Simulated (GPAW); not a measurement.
**Screening of a field by H-SiC-H chair monolayer**

Wanted: the out-of-plane polarisability of H-SiC-H chair monolayer.

Calculated with GPAW 26.7.0; GPAW, PAW setups; layer in a repeated cell with vacuum, relaxation of atoms and in-plane cell, in the first sound run; inputs show where later runs differ.

## (1) Starting point

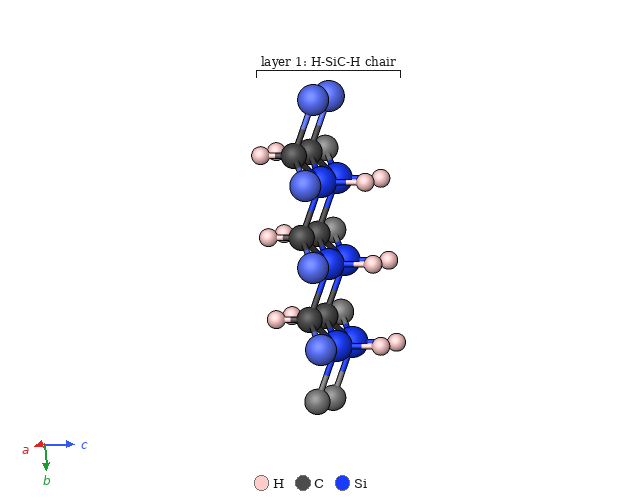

Start, viewed from the side, with the c axis across the page; hydrogen pink, carbon dark grey, silicon blue. 2×3×1 cells are drawn. Some periodic images of atoms are drawn too.

The cell holds 4 atoms: 2 H, 1 C and 1 Si. Cell: a = 3.086 Å, b = 3.086 Å, c = 19.113 Å, α = 90.0°, β = 90.0°, γ = 120.0°. Vacuum lies along c.

As a file:

```cif
data_structure
_symmetry_space_group_name_H-M 'P 1'
_symmetry_Int_Tables_number 1
_cell_length_a 3.0855
_cell_length_b 3.0855
_cell_length_c 19.1133
_cell_angle_alpha 90.000
_cell_angle_beta 90.000
_cell_angle_gamma 120.000
_cell_volume 157.59
loop_
_atom_site_label
_atom_site_type_symbol
_atom_site_fract_x
_atom_site_fract_y
_atom_site_fract_z
_atom_site_occupancy
H1 H 0.66667 0.33333 0.41856 1
C2 C 0.66667 0.33333 0.47454 1
Si3 Si 0.33333 0.66667 0.50715 1
H4 H 0.33333 0.66667 0.58145 1
```

## (2) Relaxation

Forces are removed first; all later runs use this geometry.

Input file run.py:

```python
import json
import numpy as np
from ase import Atoms
from ase.filters import FrechetCellFilter
from ase.optimize import BFGS
from gpaw import GPAW, PW

slab = Atoms(
    ['H', 'C', 'Si', 'H'],
    positions=[
        [1.54275, 0.89071, 8.00000],
        [1.54275, 0.89071, 9.07000],
        [-0.00000, 1.78141, 9.69333],
        [-0.00000, 1.78141, 11.11333]],
    cell=[[3.0855, 0.0, 0.0], [-1.54275, 2.67212, 0.0], [0.0, 0.0, 19.1133]],
    pbc=[True, True, True])

slab.calc = GPAW(mode=PW(600), xc='PBE', kpts={'size': (12, 12, 1), 'gamma': True},
                 occupations={'name': 'fermi-dirac', 'width': 0.05}, nbands='200%',
                 convergence={'density': 1e-05}, maxiter=200,
                 symmetry={'tolerance': 1e-3}, txt='slab.txt')
result = {}
# The in-plane cell is free; stress needs a cell that repeats along all three vectors
path = []
opt = BFGS(FrechetCellFilter(slab, mask=[1, 1, 0, 0, 0, 1]), maxstep=0.2)
opt.attach(lambda: path.append((slab.get_potential_energy(), slab.positions.tolist(), slab.get_forces().tolist())))
result['relaxed'] = bool(opt.run(fmax=0.02, steps=45))
result['path'] = path
result['cell'] = slab.cell.tolist()
print('in-plane lattice', slab.cell.cellpar().round(4)[[0, 1, 5]])
energy = slab.get_potential_energy()
fermi = slab.calc.get_fermi_level()
v = slab.calc.get_electrostatic_potential().mean((0, 1)) - fermi
n = slab.calc.get_pseudo_density().mean((0, 1))
L = slab.cell[2, 2]
z = np.arange(len(v)) * L / len(v)
low, high = slab.positions[:, 2].min(), slab.positions[:, 2].max()
below, above = np.interp([low - 5.8, high + 5.8], z, v)
slopes = [np.interp(x, z, np.gradient(v, z)) for x in (low - 5.8, high + 5.8)]
eps = np.array([[slab.calc.get_eigenvalues(k, s) for k in range(len(slab.calc.get_ibz_k_points()))]
                for s in range(slab.calc.get_number_of_spins())]) - fermi
top, bottom = eps[eps < 0].max(), eps[eps > 0].min()
dipole = slab.get_dipole_moment()[2]
print(f'energy {energy:.4f} eV, Fermi level {fermi:.4f} eV, dipole {dipole:.5f} e A')
print(f'potential 5.8 A off the faces, from the Fermi level: lower {below:.4f} eV, upper {above:.4f} eV')
print(f'slope of the potential there: lower {slopes[0]:.5f}, upper {slopes[1]:.5f} eV/A')
print(f'nearest levels on the mesh: {top:.4f} and {bottom:.4f} eV')
print('magnetic moment', round(slab.get_magnetic_moment(), 3))
result.update(energy=energy, fermi=fermi, dipole=dipole, below=below, above=above, slopes=slopes, edges=[top, bottom],
              z=z.tolist(), v=v.tolist(), n=n.tolist(), positions=slab.positions.tolist(),
              forces=slab.get_forces(apply_constraint=False).tolist(), moments=slab.get_magnetic_moments().tolist())
json.dump(result, open('result.json', 'w'))
```

On the command line:

```
$ OMP_NUM_THREADS=1 OPENBLAS_NUM_THREADS=1 python run.py
```

Output:

```text
Step          Energy          fmax
BFGS:    0      -21.751795        2.140169
BFGS:    1      -21.834153        0.483551
BFGS:    2      -21.841634        0.274641
BFGS:    3      -21.849852        0.215994
BFGS:    4      -21.853294        0.177625
BFGS:    5      -21.855612        0.146030
BFGS:    6      -21.856394        0.091399
BFGS:    7      -21.857072        0.109432
BFGS:    8      -21.857686        0.098491
BFGS:    9      -21.858048        0.047500
BFGS:   10      -21.858113        0.008884
in-plane lattice [  3.129   3.129 120.   ]
energy -21.8581 eV, Fermi level -1.5310 eV, dipole -0.09957 e A
potential 5.8 A off the faces, from the Fermi level: lower 3.1738 eV, upper 3.6552 eV
slope of the potential there: lower -0.11127, upper -0.11106 eV/A
nearest levels on the mesh: -1.9655 and 2.0108 eV
magnetic moment 0.0
```

It took 2.9 min on 1 thread of Arm Neoverse V1, shared host; peak memory 0.3 GiB.

Numbers from this step:

```
dipole along the normal                    : -0.09957 e·Å
levels nearest the Fermi level on the mesh : -1.965, 2.011 eV from the Fermi level
```

Table of electrostatic potential energy of an electron (without an applied field's), less the Fermi level, planar mean by z:

```tsv
z (Å)	electrostatic potential energy of an electron (without an applied field's), less the Fermi level, planar mean (eV)
0	3.42
2	3.19
4	2.97
6	2.74
8	-0.282
10	-11.0
12	3.87
14	3.98
16	3.76
18	3.54
```

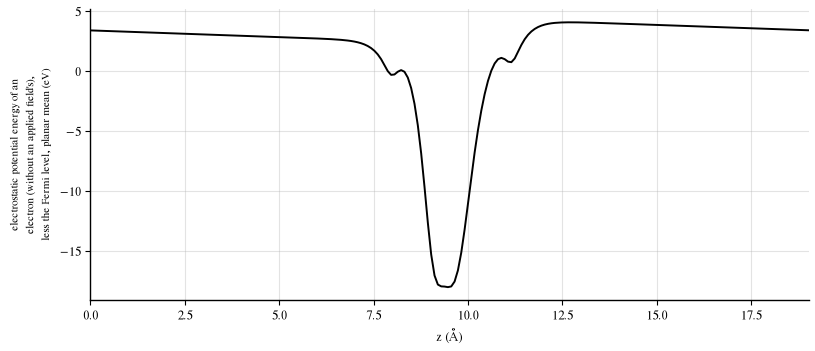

Electrostatic potential energy of an electron (without an applied field's), less the Fermi level, planar mean against z.

Pseudo valence density, planar mean against z:

```tsv
z (Å)	pseudo valence density, planar mean (e/Å³)
5	1.6e-5
6	3.6e-4
7	0.00960
8	0.179
9	0.570
10	0.260
11	0.175
12	0.0187
13	8.1e-4
14	3.4e-5
```

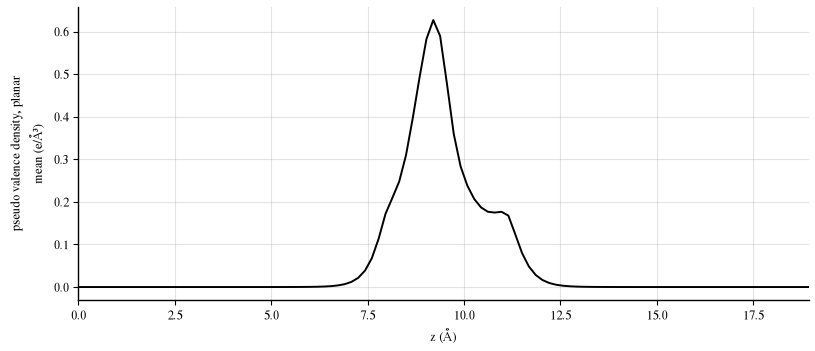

Pseudo valence density, planar mean, plotted against z.

The relaxation lowered the energy of the cell by 0.106 eV (energies extrapolated to zero smearing; the optimiser's log prints free energies). The largest force left on a free atom is 0.0089 eV/Å.

## (3) Plane waves, PBE

With the geometry fixed, the planar mean of the potential gives the vacuum level on each side.

This step: GPAW, PAW setups; slab in vacuum (GPAW 26.7.0).

The cell differs from the one that the last finished run ended in (c 19.113 → 19.182 Å).

Edit run.py of step 2 so:

```diff
@@ -3,4 +3,2 @@
 from ase import Atoms
-from ase.filters import FrechetCellFilter
-from ase.optimize import BFGS
 from gpaw import GPAW, PW
@@ -10,22 +8,15 @@
     positions=[
-        [1.54275, 0.89071, 8.00000],
-        [1.54275, 0.89071, 9.07000],
-        [-0.00000, 1.78141, 9.69333],
-        [-0.00000, 1.78141, 11.11333]],
-    cell=[[3.0855, 0.0, 0.0], [-1.54275, 2.67212, 0.0], [0.0, 0.0, 19.1133]],
-    pbc=[True, True, True])
+        [1.56451, 0.90327, 8.00000],
+        [1.56451, 0.90327, 9.10794],
+        [-0.00000, 1.80654, 9.68316],
+        [-0.00000, 1.80654, 11.18235]],
+    cell=[[3.12903, 0.0, 0.0], [-1.56451, 2.70981, 0.0], [0.0, 0.0, 19.1824]],
+    pbc=[True, True, False])
 
-slab.calc = GPAW(mode=PW(600), xc='PBE', kpts={'size': (12, 12, 1), 'gamma': True},
+slab.calc = GPAW(mode=PW(500), xc='PBE', kpts={'size': (12, 12, 1), 'gamma': True},
                  occupations={'name': 'fermi-dirac', 'width': 0.05}, nbands='200%',
                  convergence={'density': 1e-05}, maxiter=200,
+                 poissonsolver={'dipolelayer': 'xy'},
                  symmetry={'tolerance': 1e-3}, txt='slab.txt')
 result = {}
-# The in-plane cell is free; stress needs a cell that repeats along all three vectors
-path = []
-opt = BFGS(FrechetCellFilter(slab, mask=[1, 1, 0, 0, 0, 1]), maxstep=0.2)
-opt.attach(lambda: path.append((slab.get_potential_energy(), slab.positions.tolist(), slab.get_forces().tolist())))
-result['relaxed'] = bool(opt.run(fmax=0.02, steps=45))
-result['path'] = path
-result['cell'] = slab.cell.tolist()
-print('in-plane lattice', slab.cell.cellpar().round(4)[[0, 1, 5]])
 energy = slab.get_potential_energy()
```

Output:

```text
energy -21.8372 eV, Fermi level -2.5027 eV, dipole -0.08183 e A
potential 5.8 A off the faces, from the Fermi level: lower 3.5058 eV, upper 5.2521 eV
slope of the potential there: lower -0.00013, upper 0.00016 eV/A
nearest levels on the mesh: -1.0071 and 2.7784 eV
magnetic moment 0.0
```

Elapsed: 19 s, on 1 thread; peak memory 0.19 GiB.

This step gave:

```
dipole along the normal                    : -0.08183 e·Å
levels nearest the Fermi level on the mesh : -1.007, 2.778 eV from the Fermi level
upper work function                        : 5.252 eV
lower work function                        : 3.506 eV
upper ionisation energy                    : 6.259 eV
```

The electrostatic potential energy of an electron (without an applied field's), less the Fermi level, planar mean by z:

```tsv
z (Å)	electrostatic potential energy of an electron (without an applied field's), less the Fermi level, planar mean (eV)
0	4.38
1	3.51
2	3.51
3	3.51
4	3.51
5	3.50
6	3.50
7	3.35
8	0.673
9	-12.9
10	-10.7
11	1.99
12	4.90
13	5.24
14	5.25
15	5.25
16	5.25
17	5.25
18	5.25
19	4.83
```

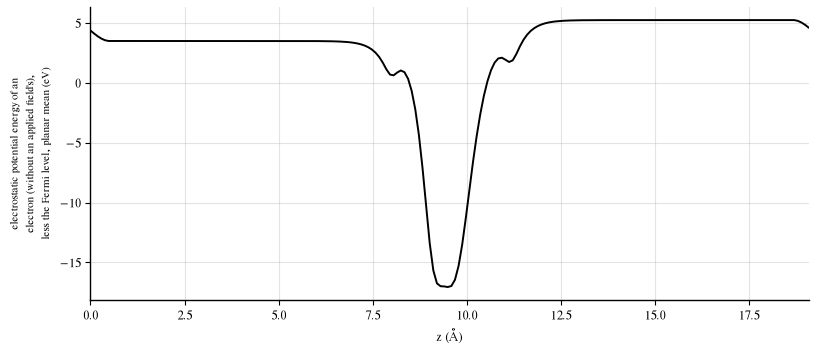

Electrostatic potential energy of an electron (without an applied field's), less the Fermi level, planar mean against z.

Table of pseudo valence density, planar mean by z:

```tsv
z (Å)	pseudo valence density, planar mean (e/Å³)
4	7.0e-7
6	3.7e-4
8	0.172
10	0.265
12	0.0203
14	3.4e-5
```

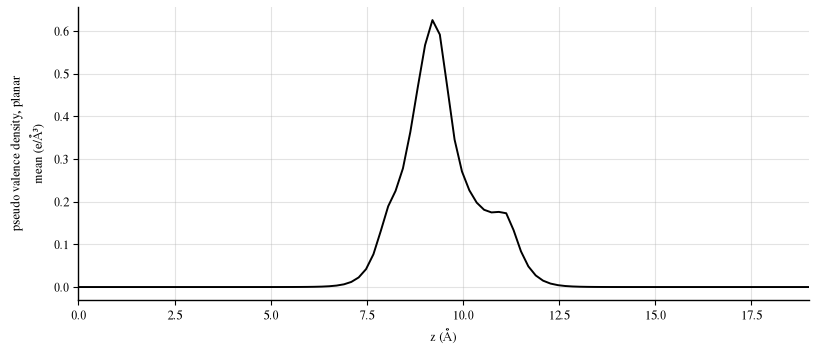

Pseudo valence density, planar mean, plotted against z.

The layer is gapped, so the Fermi level lies somewhere inside the gap, set by smearing and numerics, and these work functions are no property of the material; the band edges below the vacuum level are. The potential is flat to 1.6e-4 eV/Å where it is read, so the vacuum is wide enough.

## (4) In a field

A uniform field along the normal polarises the slab; the atoms stay fixed, so this is the electronic response alone.

Edit run.py of step 3 so:

```diff
@@ -4,2 +4,3 @@
 from gpaw import GPAW, PW
+from gpaw.external import ConstantElectricField
 
@@ -19,2 +20,3 @@
                  poissonsolver={'dipolelayer': 'xy'},
+                 external=ConstantElectricField(-0.2, [0, 0, 1]),
                  symmetry={'tolerance': 1e-3}, txt='slab.txt')
```

Output:

```text
energy -21.8567 eV, Fermi level -2.5026 eV, dipole -0.11373 e A
potential 5.8 A off the faces, from the Fermi level: lower 3.1664 eV, upper 5.5933 eV
slope of the potential there: lower -0.00013, upper 0.00016 eV/A
nearest levels on the mesh: -0.9945 and 3.0659 eV
magnetic moment 0.0
```

Run time: 70 s. Hardware: 1 thread; peak memory 0.31 GiB.

Numbers from this step:

```
dipole along the normal                                         : -0.1137 e·Å
levels nearest the Fermi level on the mesh                      : -0.9945, 3.066 eV from the Fermi level
potential below the slab, the applied field's own ramp left out : 3.166 eV from the Fermi level
potential above the slab, the applied field's own ramp left out : 5.593 eV from the Fermi level
```

Table of electrostatic potential energy of an electron (without an applied field's), less the Fermi level, planar mean by z:

```tsv
z (Å)	electrostatic potential energy of an electron (without an applied field's), less the Fermi level, planar mean (eV)
0	4.38
1	3.17
2	3.17
3	3.17
4	3.17
5	3.17
6	3.16
7	3.02
8	0.411
9	-13.0
10	-10.6
11	2.21
12	5.22
13	5.58
14	5.59
15	5.59
16	5.59
17	5.59
18	5.59
19	5.01
```

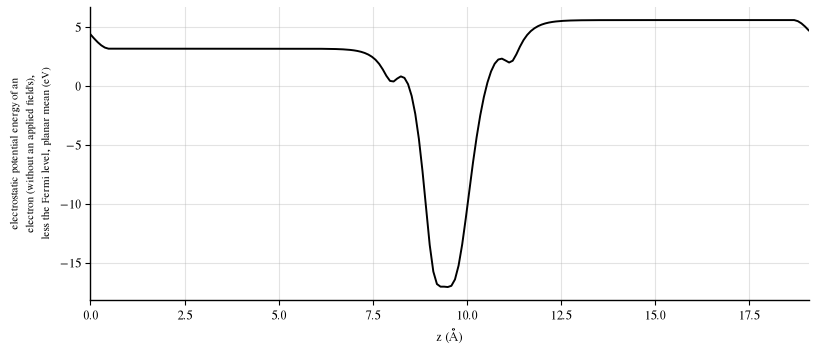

Electrostatic potential energy of an electron (without an applied field's), less the Fermi level, planar mean, plotted against z.

The dipole is now -0.114 e Å, against -0.082 in the run without a field.

## (5) In a field

Edit run.py of step 4 so:

```diff
@@ -20,3 +20,3 @@
                  poissonsolver={'dipolelayer': 'xy'},
-                 external=ConstantElectricField(-0.2, [0, 0, 1]),
+                 external=ConstantElectricField(-0.1, [0, 0, 1]),
                  symmetry={'tolerance': 1e-3}, txt='slab.txt')
```

Output:

```text
energy -21.8461 eV, Fermi level -2.5177 eV, dipole -0.09778 e A
potential 5.8 A off the faces, from the Fermi level: lower 3.3510 eV, upper 5.4377 eV
slope of the potential there: lower -0.00013, upper 0.00016 eV/A
nearest levels on the mesh: -0.9853 and 2.9734 eV
magnetic moment 0.0
```

Wall time 69 s (1 thread); peak memory 0.31 GiB.

This step gave:

* dipole along the normal: -0.09778 e·Å
* levels nearest the Fermi level on the mesh: -0.9853, 2.973 eV from the Fermi level
* potential below the slab, the applied field's own ramp left out: 3.351 eV from the Fermi level
* potential above the slab, the applied field's own ramp left out: 5.438 eV from the Fermi level

Electrostatic potential energy of an electron (without an applied field's), less the Fermi level, planar mean against z:

```tsv
z (Å)	electrostatic potential energy of an electron (without an applied field's), less the Fermi level, planar mean (eV)
0	4.39
1	3.35
2	3.35
3	3.35
4	3.35
5	3.35
6	3.34
7	3.20
8	0.557
9	-12.9
10	-10.6
11	2.12
12	5.08
13	5.42
14	5.44
15	5.44
16	5.44
17	5.44
18	5.44
19	4.94
```

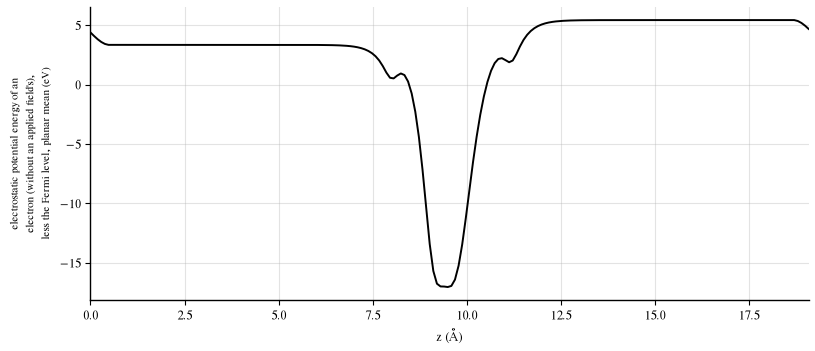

Electrostatic potential energy of an electron (without an applied field's), less the Fermi level, planar mean against z.

The dipole is now -0.0978 e Å, against -0.082 in the run without a field.

## (6) Field on

Edit run.py of step 5 so:

```diff
@@ -20,3 +20,3 @@
                  poissonsolver={'dipolelayer': 'xy'},
-                 external=ConstantElectricField(-0.1, [0, 0, 1]),
+                 external=ConstantElectricField(-0.05, [0, 0, 1]),
                  symmetry={'tolerance': 1e-3}, txt='slab.txt')
```

Output:

```text
energy -21.8414 eV, Fermi level -2.5258 eV, dipole -0.08981 e A
potential 5.8 A off the faces, from the Fermi level: lower 3.4440 eV, upper 5.3605 eV
slope of the potential there: lower -0.00013, upper 0.00016 eV/A
nearest levels on the mesh: -0.9805 and 2.8946 eV
magnetic moment 0.0
```

Run time: 69 s. Hardware: 1 thread; peak memory 0.31 GiB.

Electrostatic potential energy of an electron (without an applied field's), less the Fermi level, planar mean against z:

```tsv
z (Å)	electrostatic potential energy of an electron (without an applied field's), less the Fermi level, planar mean (eV)
0	4.40
2	3.44
4	3.44
6	3.44
8	0.631
10	-10.6
12	5.00
14	5.36
16	5.36
18	5.36
```

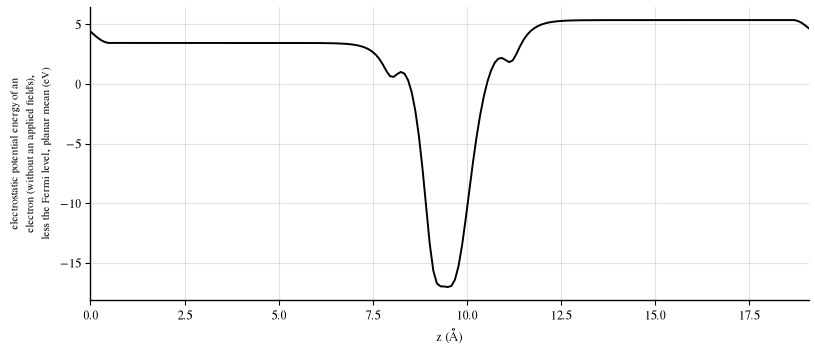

Electrostatic potential energy of an electron (without an applied field's), less the Fermi level, planar mean, plotted against z.

## (7) Field on

Edit run.py of step 6 so:

```diff
@@ -20,3 +20,3 @@
                  poissonsolver={'dipolelayer': 'xy'},
-                 external=ConstantElectricField(-0.05, [0, 0, 1]),
+                 external=ConstantElectricField(0.05, [0, 0, 1]),
                  symmetry={'tolerance': 1e-3}, txt='slab.txt')
```

Output:

```text
energy -21.8333 eV, Fermi level -2.5432 eV, dipole -0.07385 e A
potential 5.8 A off the faces, from the Fermi level: lower 3.6314 eV, upper 5.2073 eV
slope of the potential there: lower -0.00013, upper 0.00016 eV/A
nearest levels on the mesh: -0.9704 and 2.7190 eV
magnetic moment 0.0
```

The job ended after 69 s (1 thread; peak memory 0.31 GiB).

Electrostatic potential energy of an electron (without an applied field's), less the Fermi level, planar mean against z:

```tsv
z (Å)	electrostatic potential energy of an electron (without an applied field's), less the Fermi level, planar mean (eV)
0	4.42
2	3.63
4	3.63
6	3.62
8	0.778
10	-10.6
12	4.86
14	5.21
16	5.21
18	5.21
```

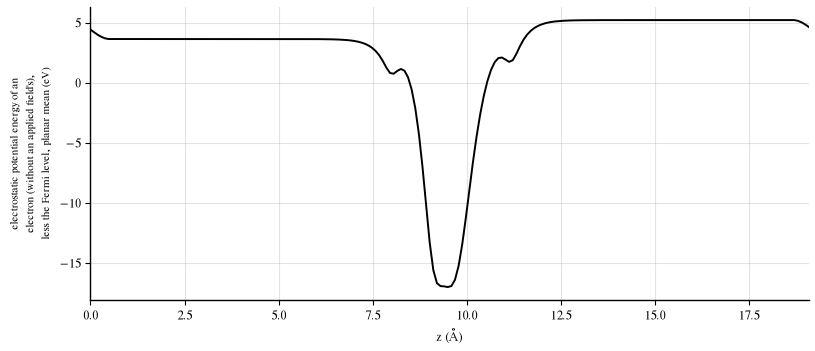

Electrostatic potential energy of an electron (without an applied field's), less the Fermi level, planar mean against z.

## (8) Field on

Edit run.py of step 7 so:

```diff
@@ -20,3 +20,3 @@
                  poissonsolver={'dipolelayer': 'xy'},
-                 external=ConstantElectricField(0.05, [0, 0, 1]),
+                 external=ConstantElectricField(0.1, [0, 0, 1]),
                  symmetry={'tolerance': 1e-3}, txt='slab.txt')
```

Output:

```text
energy -21.8298 eV, Fermi level -2.5024 eV, dipole -0.06587 e A
potential 5.8 A off the faces, from the Fermi level: lower 3.6758 eV, upper 5.0814 eV
slope of the potential there: lower -0.00013, upper 0.00016 eV/A
nearest levels on the mesh: -1.0150 and 2.5702 eV
magnetic moment 0.0
```

Run time: 73 s. Hardware: 1 thread; peak memory 0.31 GiB.

The dipole is now -0.0659 e Å, against -0.082 in the run without a field.

## (9) Field on

Edit run.py of step 8 so:

```diff
@@ -20,3 +20,3 @@
                  poissonsolver={'dipolelayer': 'xy'},
-                 external=ConstantElectricField(0.1, [0, 0, 1]),
+                 external=ConstantElectricField(0.2, [0, 0, 1]),
                  symmetry={'tolerance': 1e-3}, txt='slab.txt')
```

Output:

```text
energy -21.8240 eV, Fermi level -2.5219 eV, dipole -0.04988 e A
potential 5.8 A off the faces, from the Fermi level: lower 3.8660 eV, upper 4.9305 eV
slope of the potential there: lower -0.00013, upper 0.00016 eV/A
nearest levels on the mesh: -1.0040 and 2.3428 eV
magnetic moment 0.0
```

Elapsed: 73 s, on 1 thread; peak memory 0.31 GiB.

The dipole is now -0.0499 e Å, against -0.082 in the run without a field.

[end of part 1 of 2]

[Logs are printed without paths, hosts, clocks, repeated set-up lines and the standing remarks that a program may print on its own settings, such as how far it seeks lower states.]

[Hosts, paths, dates, database ids (printed as entryN), source tags and the programs' standing remarks are cut or masked in the printed files.]
